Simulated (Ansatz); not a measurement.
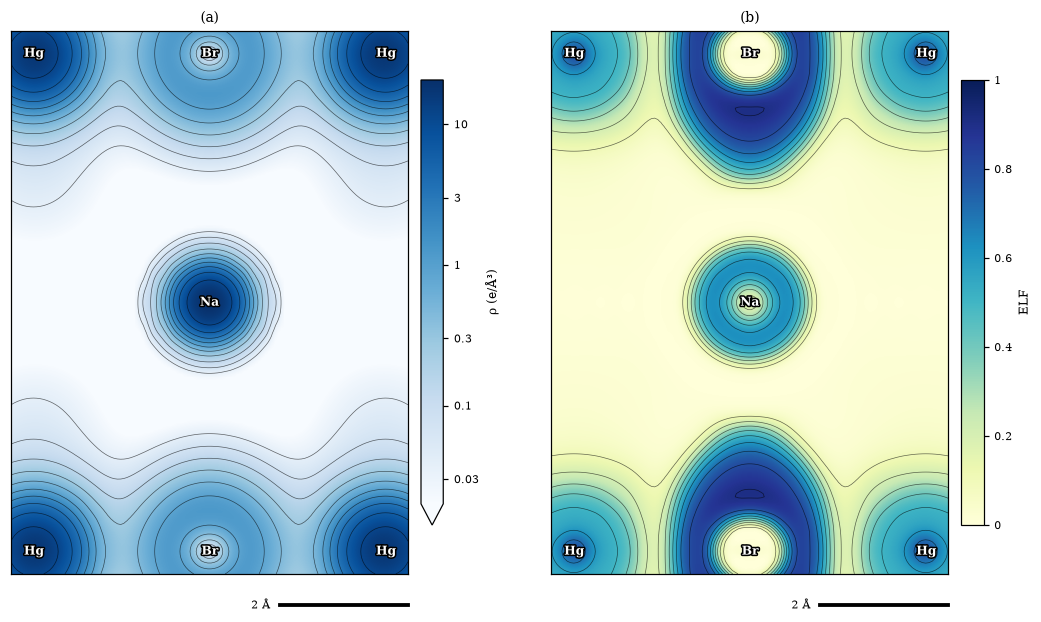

NaHgBr3. (a) valence charge density (pseudo); (b) electron localisation function on the (011̄) plane of the conventional cell.

Space group Pm-3m; started from the cubic perovskite prototype, which need not be the ambient phase.

Computed with Ansatz, DFT, r2SCAN+rVV10, plane waves, PAW.

The density is the valence pseudo-density of a PAW calculation; it isn't the true density close to the nuclei.

**What does the map show?**

- The section cuts through Na, Hg and Br sites.
- Hg–Br (2.75 Å): ρ at the midpoint is about 0.32 e/Å³; the ELF is about 0.25 at the midpoint.
- Na–Br (3.89 Å): ρ at the midpoint is about 0.03 e/Å³, with its minimum of 0.01 e/Å³ about 1.5 Å from Na; the ELF is about 0.30 at the midpoint and 0 at its lowest between the atoms: no shared electron pair shows on this line.
- Between the atoms the lowest density in this plane is 0.004 e/Å³.
- The features right at Na and Hg lie inside the PAW spheres, where the map follows smoothed inner orbitals and isn't to be read closely.
